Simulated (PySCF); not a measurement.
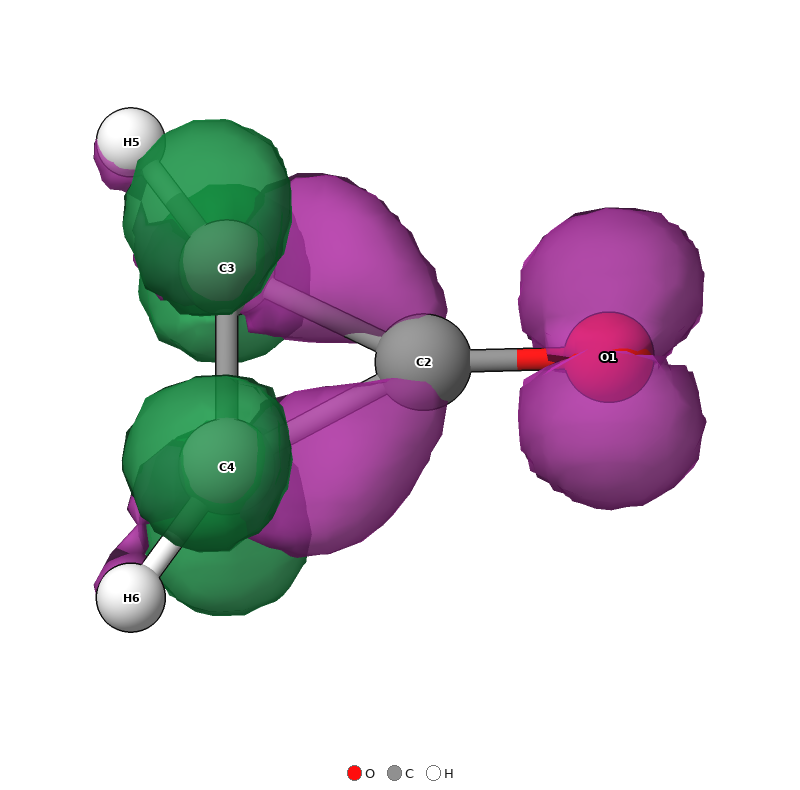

C3H2O, SMILES `O=C1C=C1`. Unrelaxed difference density of T₁ less the ground state (full linear response triplet states), ±0.06 e/Å³; green: gain, purple: loss.

Level of theory: PBE0/6-311+G** (PySCF), at a geometry from GFN2-xTB. No frequency check shows the geometry to be a minimum.

> How does the charge move on excitation?

0.77 e is displaced in all, of which about 0.5 e passes between atoms: O1 (0.42 e) and C2 (0.08 e) lose electrons and C3 and C4 (0.23 e each) gain them. The state: 3.61 eV (343 nm), spin-forbidden from the singlet ground state, σ or n → π*; the leading pair carries 100 %; hole on O1 (42 %) and C2, C3 and C4 (17 % each), electron on C3 and C4 (39 % each), C2 (8 %) and H5 and H6 (6 % each); their centroids lie 1.3 Å apart.
